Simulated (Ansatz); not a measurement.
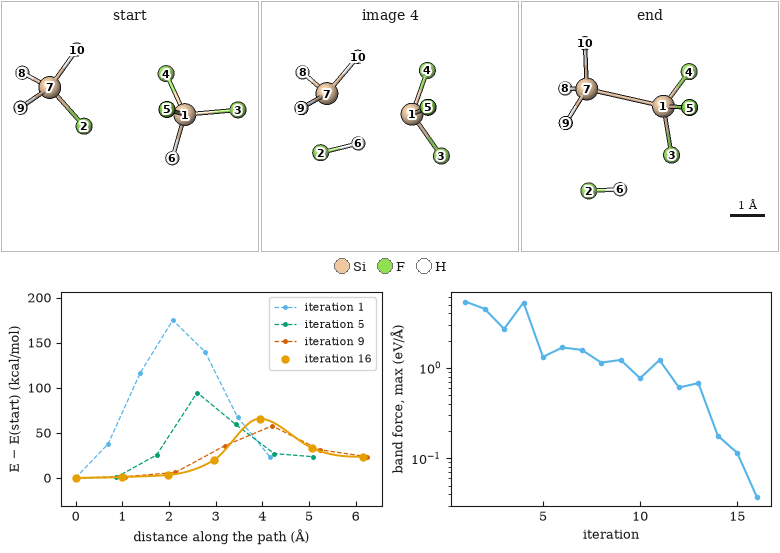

NEB run on Si₂H₄F₄, made up at the start of SiHF3 and SiH$_{3}$F. Images are numbered from 0 (start) to 6 (end). The plot follows the band through its iterations. A ball-and-stick model, seen from a free direction.

These are results of Ansatz, RKS PBE0-D4/def2-SVP, not measurements.

Input file:
```yaml
crystal:
  periodic: [false, false, false]
  atoms:
    - {symbol: Si, position_ang: [-0.932965, -1.779603, -0.157867]}
    - {symbol: F, position_ang: [1.254402, 0.264447, -0.157730]}
    - {symbol: F, position_ang: [-2.052692, -2.888926, -0.165432]}
    - {symbol: F, position_ang: [-0.956202, -1.101113, 1.263681]}
    - {symbol: F, position_ang: [-1.338869, -0.697467, -1.228130]}
    - {symbol: H, position_ang: [0.363025, -2.379348, -0.454128]}
    - {symbol: Si, position_ang: [0.972225, 1.815987, 0.158418]}
    - {symbol: H, position_ang: [1.734914, 2.173788, 1.376303]}
    - {symbol: H, position_ang: [1.437826, 2.604062, -1.005739]}
    - {symbol: H, position_ang: [-0.481563, 1.988174, 0.370523]}
basis:
  gaussian: {orbitals: def2-SVP}
hamiltonian: {xc: pbe0, dispersion: d4}
neb:
  images: 5
  climbing: true
  max_iterations: 40
  initial_path: idpp
  final_atoms:
    - {symbol: Si, position_ang: [-1.055247, -0.667458, 0.040596]}
    - {symbol: F, position_ang: [2.410056, -0.866535, -0.482947]}
    - {symbol: F, position_ang: [-0.078090, -1.892689, -0.291234]}
    - {symbol: F, position_ang: [-1.793641, -1.068592, 1.378381]}
    - {symbol: F, position_ang: [-2.137473, -0.668706, -1.110313]}
    - {symbol: H, position_ang: [1.744949, -1.511767, -0.490561]}
    - {symbol: Si, position_ang: [0.077176, 1.361803, 0.210278]}
    - {symbol: H, position_ang: [1.061827, 1.269416, 1.312152]}
    - {symbol: H, position_ang: [0.723624, 1.659061, -1.088134]}
    - {symbol: H, position_ang: [-0.953081, 2.385466, 0.521682]}
```

Command:
```bash
ansatz run in.yaml --threads 8 --pin off --events-out ev --progress --plain --max-ram 19148MiB
```

> How did the profile develop, and is the result final?

The run is converged, with reservations. The band converged in 16 iterations. The largest component of the band force went from 5.4 to 0.038 eV/Å. The climbing image converged on the top of the path. Its curvatures weren't checked. The largest force component is 1.06 eV/Å at the start and 0.94 eV/Å at the end; an end with forces this large is no minimum, and the barrier measured from it can be far off. The first iteration put the highest image at 175.0 kcal/mol. Forward barrier 65.7 kcal/mol, backward barrier 42.1 kcal/mol, with image 4 at the top; the reaction energy is +23.6 kcal/mol.

Limits of the set-up: the start holds two separate molecules, 2.8 Å apart at their closest, whose relative position is a soft coordinate.

Cost: 99 s on 8 threads of Arm Neoverse V1, on a shared host.
